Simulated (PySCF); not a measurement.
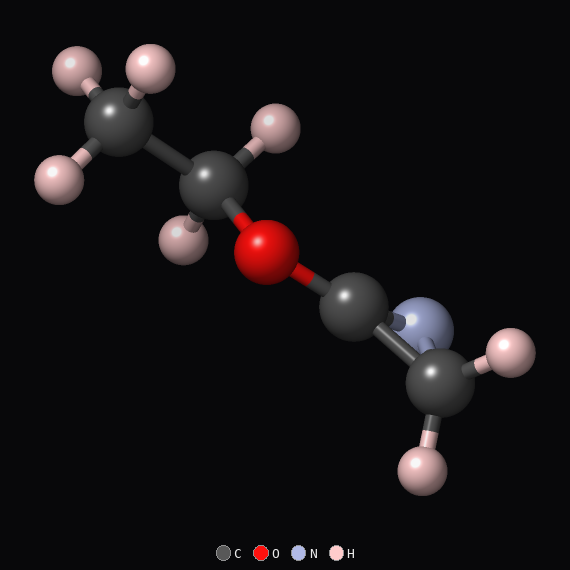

Rendered structure (ball-and-stick style). Every bond is drawn as one stick, whatever its order.

The geometry was computed by an optimisation with GFN2-xTB. No frequency run is at hand to confirm it as a minimum.

What is the molecular formula?

Answer. C₄H₇NO, 13 atoms: 4 carbon, 7 hydrogen, 1 nitrogen and 1 oxygen.

Write the SMILES.

Answer. CCOC1=NC1

Count the bonded pairs by element.

Answer. 7 C–H, 2 C–C, 2 C–O, 2 C–N.

The parts below concern this one geometry. Atoms keep their numbers from picture to picture.

## Quadrupole coupling

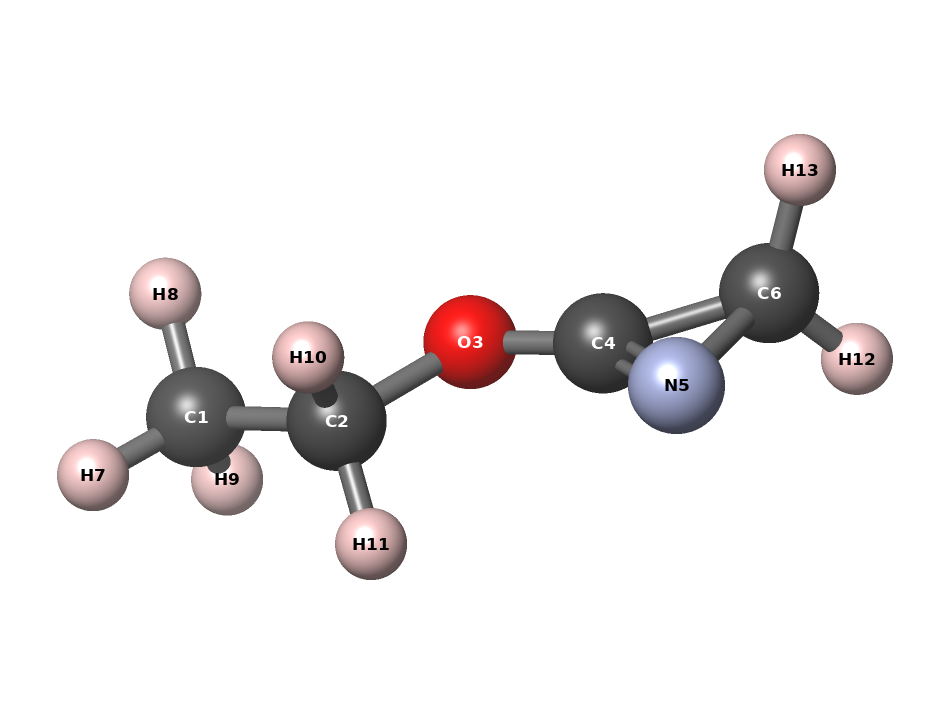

No frequency run is at hand to confirm it as a minimum. Electric field gradients from the ground-state density, PBE0/pcSseg-1 (PySCF 2.14.0), non-relativistic apart from any core potentials.

Give the largest field-gradient component, the quadrupole coupling constant and the asymmetry for 17O at O3 (Q = −25.6 mb), 14N at N5 (Q = 20.44 mb), 2H at H7 (Q = 2.86 mb), 2H at H8 (Q = 2.86 mb).

```tsv
atom	V_zz (a.u.)	e²qQ/h (MHz)	η
O3	1.741	−10.47	0.61
N5	−0.547	−2.63	0.58
H7	0.317	0.213	0.03
H8	0.314	0.211	0.03
```

## Electronic properties

No frequency run is at hand to confirm it as a minimum. Method: PBE0/def2-SVPD, gas phase (PySCF 2.14.0). Excitations: vertical, linear response.

Predict the main results.

- dipole moment: 2.65 D
- HOMO energy (Kohn–Sham orbital): −7.62 eV
- LUMO energy (Kohn–Sham orbital): 0.61 eV
- HOMO–LUMO gap: 8.24 eV
- mean static polarisability: 58.2 bohr³
- lowest vertical singlet excitation: 6.34 eV
- its oscillator strength: 0.000
- brightest of the 6 lowest singlets: 7.50 eV
- its oscillator strength: 0.07

## Ring current

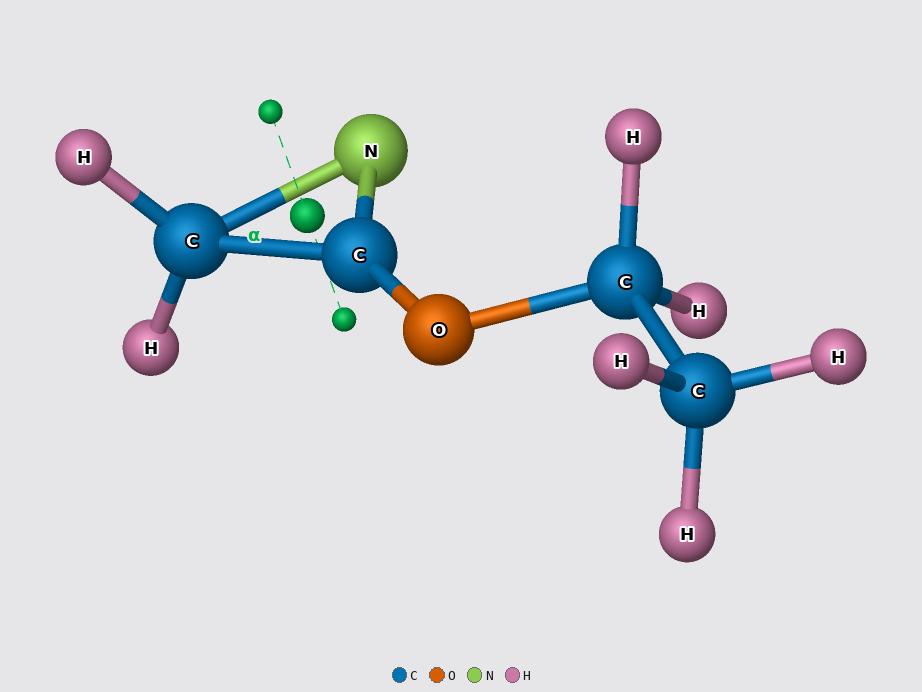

The small points mark where nucleus-independent chemical shifts (NICS) were computed: at the centre of each lettered ring and 1 Å above and below it. No frequency run is at hand to confirm it as a minimum. Level of theory: GIAO PBE0/pcSseg-1 NMR shielding, non-relativistic, gas phase (PySCF 2.14.0).

Give NICS(0), NICS(1) and the out-of-plane component NICS(1)zz for each ring (means of the two sides).

| ring | members | NICS(0) | NICS(1) | NICS(1)zz |
| --- | --- | --- | --- | --- |
| α | C2N | −34.8 | −7.3 | −15.4 |

Values in ppm.
